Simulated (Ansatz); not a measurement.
# C3H10OSi (trimethylsilanol) at HF/STO-3G

What is the electronic atomisation energy of C3H10OSi (trimethylsilanol) at HF/STO-3G? 

Program for the calculation: Ansatz 0.2.0.

78 further runs of the same task are left out: 1 that didn't finish, 77 set aside as unsound or not needed.

### 1 The molecule

C3H10OSi: 15 atoms, total charge 0, spin state singlet. As SMILES, `C[Si](C)(C)O`. The coordinates come from a PBE0-D4/def2-TZVP relaxation. This is one conformer, not always the lowest.

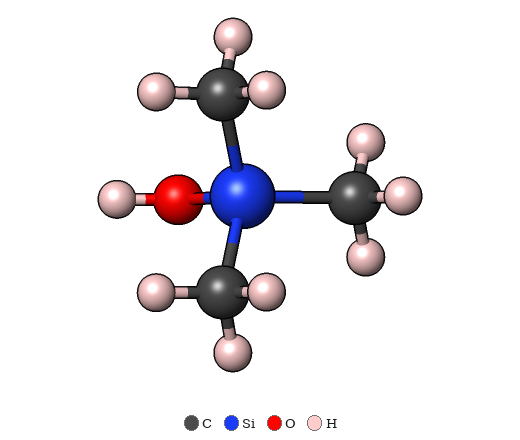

Viewed from a chosen angle; carbon dark grey, silicon blue, oxygen red, hydrogen pink.

### 2 A single-point energy at HF/STO-3G

Input file molecule.yaml:

```yaml
basis:
  gaussian:
    orbitals: STO-3G
crystal:
  periodic: [false, false, false]
  atoms:
    - {symbol: C, position_ang: [-1.759880, 0.191150, 0.071540]}
    - {symbol: Si, position_ang: [0.089930, 0.200980, -0.204700]}
    - {symbol: C, position_ang: [0.959910, 0.370300, 1.442320]}
    - {symbol: C, position_ang: [0.639300, -1.339490, -1.093220]}
    - {symbol: O, position_ang: [0.516200, 1.448090, -1.213440]}
    - {symbol: H, position_ang: [-2.095970, 1.106050, 0.568270]}
    - {symbol: H, position_ang: [-2.057470, -0.651720, 0.702020]}
    - {symbol: H, position_ang: [-2.296730, 0.107790, -0.876880]}
    - {symbol: H, position_ang: [0.664600, 1.288070, 1.959260]}
    - {symbol: H, position_ang: [2.044780, 0.393380, 1.311290]}
    - {symbol: H, position_ang: [0.718200, -0.468650, 2.101280]}
    - {symbol: H, position_ang: [0.405110, -2.234400, -0.510590]}
    - {symbol: H, position_ang: [1.717690, -1.322690, -1.268870]}
    - {symbol: H, position_ang: [0.142180, -1.426990, -2.062380]}
    - {symbol: H, position_ang: [0.312140, 2.338130, -0.925910]}
hamiltonian:
  xc: hf
accuracy: high
output: {orbitals: {seedname: orbitals}}
```

On the command line:

```
$ ansatz run molecule.yaml --threads 1 --pin off --max-ram 3480MiB --events-out events.jsonl --progress --plain --runs-dir runs
```

The program printed:

```text
Warning: RAYON_NUM_THREADS=1 ignored (pool sized by the plan → 1); use --threads N
Functional definition: HF
  name "HF"
  exchange = exact_x
  correlation = 0
904 factors; integrals over basis functions are off by at most 2.6e-9 eV
mean field evaluation 1: about -12993.1144 eV, gradient 2.2e1 eV
mean field evaluation 2: about -12993.2883 eV, gradient 2.2e1 eV
mean field evaluation 4: about -12995.0679 eV, gradient 1.2e0 eV
mean field evaluation 8: about -12995.0739 eV, gradient 2.2e-6 eV
mean field -12995.07389238 eV, -477.5601571675 hartree, gradient 8.9e-9 eV, S^2 0.000000; 0 other end points of the search recorded, 0 dependent functions left out
reference -12995.07389238 eV, -477.5601571675 hartree; 25, 25 occupied and 14, 14 virtual orbitals, 904 factors
Total energy: -12995.07389238 eV, -477.5601571675 hartree
```

Run time: 0.63 s. Hardware: 1 thread of Arm Neoverse V2, shared host.

### 3 The C atom, same level

Input file input.yaml:

```yaml
crystal:
  periodic: [false, false, false]
  atoms:
    - symbol: C
      position_ang: [0.000000, 0.000000, 0.000000]
basis:
  gaussian:
    orbitals: STO-3G
magnetization:
  spin_polarized: true
  initial_magnetization: 2
hamiltonian:
  xc: hf
accuracy: high
```

Run the same way, it converges to -37.19839 Eh (log not shown).

### 4 The H atom, same level

Input file in.yaml:

```yaml
crystal:
  periodic: [false, false, false]
  atoms:
    - {symbol: H, position_ang: [0.000000, 0.000000, 0.000000]}
basis:
  gaussian: {orbitals: STO-3G}
magnetization: {spin_polarized: true, initial_magnetization: 1}
hamiltonian: {xc: hf}
accuracy: high
```

Run the same way, it converges to -0.46658 Eh (log not shown).

### 5 The O atom, same level

Input file input.yaml:

```yaml
crystal:
  periodic: [false, false, false]
  atoms:
    - {symbol: O, position_ang: [0.000000, 0.000000, 0.000000]}
basis:
  gaussian: {orbitals: STO-3G}
magnetization: {spin_polarized: true, initial_magnetization: 2}
hamiltonian: {xc: hf}
accuracy: high
```

Run the same way, it converges to -73.80415 Eh (log not shown).

### 6 The Si atom at the same level

Input file run.yaml:

```yaml
basis:
  gaussian: {orbitals: STO-3G}
crystal:
  periodic: [false, false, false]
  atoms:
    - {symbol: Si, position_ang: [0.000000, 0.000000, 0.000000]}
total_charge: 0
magnetization: {spin_polarized: true, initial_magnetization: 2}
hamiltonian: {xc: hf}
accuracy: high
```

On the command line:

```
$ ansatz run run.yaml --threads 1 --pin off --max-ram 3480MiB --events-out events.jsonl --progress --plain --runs-dir runs
```

The program printed:

```text
Warning: RAYON_NUM_THREADS=1 ignored (pool sized by the plan → 1); use --threads N
[... 4 set-up lines as earlier in the session ...]
42 factors; integrals over basis functions are off by at most 2.5e-9 eV
mean field evaluation 1: about -7767.9286 eV, gradient 9.3e-1 eV
mean field evaluation 2: about -7767.9294 eV, gradient 9.3e-1 eV
mean field evaluation 4: about -7767.9315 eV, gradient 4.9e-6 eV
mean field evaluation 8: about -7767.9314 eV, gradient 2.1e-1 eV
mean field -7767.93148641 eV, -285.4662168327 hartree, gradient 2.1e-9 eV, S^2 2.000003; 0 other end points of the search recorded, 0 dependent functions left out
reference -7767.93148641 eV, -285.4662168327 hartree; 8, 6 occupied and 1, 3 virtual orbitals, 42 factors
Total energy: -7767.93148641 eV, -285.4662168327 hartree
```

Wall time 0.04 s (1 thread of Arm Neoverse V2, shared host).

### 7 Outcome

At HF/STO-3G:

```
                     quantity          value
       molecule: total energy  -477.56016 Eh
        molecule: HOMO energy       -8.86 eV
        molecule: LUMO energy       13.50 eV
      molecule: HOMO–LUMO gap       22.36 eV
         C atom: total energy   -37.19839 Eh
                 C atom: ⟨S²⟩          2.000
         H atom: total energy    -0.46658 Eh
                 H atom: ⟨S²⟩          0.750
         O atom: total energy   -73.80415 Eh
                 O atom: ⟨S²⟩          2.000
        Si atom: total energy  -285.46622 Eh
                Si atom: ⟨S²⟩          2.000
electronic atomisation energy      55.206 eV
```

What this shows: Taking the molecule apart into free atoms costs 55.21 eV (5327 kJ/mol), before zero-point energy and without spin-orbit coupling. Hartree–Fock lacks the correlation of the bonding pairs, which as a rule makes this value much too low; in minimal bases other errors can mask that. In a minimal basis such a difference can be off by several eV, whatever the method.
